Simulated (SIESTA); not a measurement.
## Convergence study of the cutoff of the real-space grid for AlNi (Cmm2, 2 atoms in the cell)

```yaml
crystal:
  lattice:
    - [1.93288, -1.94733, 0.00000]
    - [1.93288, 1.94733, 0.00000]
    - [0.00000, 0.00000, 3.09013]
  atoms:
    - { symbol: Al, position: [0.00000, 0.00000, 0.01618] }
    - { symbol: Ni, position: [0.50000, 0.50000, 0.50000] }
```

Computed with GGA PBEsol, numerical atomic orbitals DZP, PseudoDojo PBEsol standard norm-conserving potentials (rewritten from UPF to PSML) (SIESTA).

Base settings: XC.functional = GGA; XC.authors = PBEsol; potentials = PseudoDojo PBEsol standard; PAO.BasisSize = DZP; PAO.EnergyShift = 0.005 Ry; MeshCutoff = 400 Ry; kgrid.MonkhorstPack = 4 4 4; OccupationFunction = MP; OccupationMPOrder = 0; ElectronicTemperature = 1160.45 K.

The second cell is the first with its lattice scaled by 0.98.

The mesh stays at the base's, so the ladder's end is converged at best in this setting alone.

Only quantities that move along the ladder and can be compared are tabulated.

Core times come from one kind of shared machine, to one figure; runs under 30 s give none.

The starting cell comes from a database of computed structures (which also holds hypothetical and non-ambient phases and stackings), without a prior relaxation at this level. Its lattice was rescaled by up to half a per cent. One atom was moved a little off its site on purpose. Spin polarisation is off. Values carry the incompleteness of an atom-centred basis. Without a gap this mesh is coarse (it stands for a supercell whose shortest vector is 11 Å).

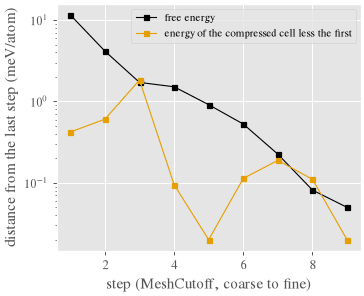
Figure: Distance from the last step along the ladder; very small values are drawn at a floor.

| MeshCutoff | free energy less the last step's (meV/atom) | energy of the compressed cell less the first (meV/atom) | pressure (GPa) | core time / last (rough) |
|---|---|---|---|---|
| 140 Ry (147 Ry used) | -11.55 | 33.65 | 1.93 | 0.3 |
| 180 Ry (211 Ry used) | -4.15 | 33.83 | 1.91 | 0.4 |
| 220 Ry (260 Ry used) | -1.71 | 31.39 | 1.85 | – |
| 280 Ry (296 Ry used) | -1.51 | 33.32 | 1.84 | – |
| 360 Ry (375 Ry used) | -0.91 | 33.22 | 1.85 | 0.4 |
| 400 Ry (463 Ry used) | -0.53 | 33.34 | 1.80 | 0.7 |
| 480 Ry (587 Ry used) | -0.22 | 33.04 | 1.86 | 0.7 |
| 600 Ry (667 Ry used) | -0.08 | 33.11 | 1.82 | 1.0 |
| 800 Ry (844 Ry used) | -0.05 | 33.23 | 1.81 | 2 |
| 960 Ry (1042 Ry used) | 0.00 | 33.23 | 1.79 | 1 |

Coarsest MeshCutoff that holds the pressure within 0.1 GPa of the last step, with all finer ones: 220 Ry (260 Ry used); the step before is off by 0.12 GPa.

Coarsest MeshCutoff that holds the free energy within 5 meV/atom of the last step, with all finer ones: 180 Ry (211 Ry used), at about 0.4 of the last step's time; the step before is off by 12 meV/atom.

Coarsest MeshCutoff that holds the energy of the compressed cell less the first within 1 meV/atom of the last step, with all finer ones: 280 Ry (296 Ry used); the step before is off by 1.8 meV/atom.

The energy difference between the two cells stays within 1 meV/atom of the last step's from 280 Ry on, the total only from 360 Ry on: much of the error is common to both cells and cancels.
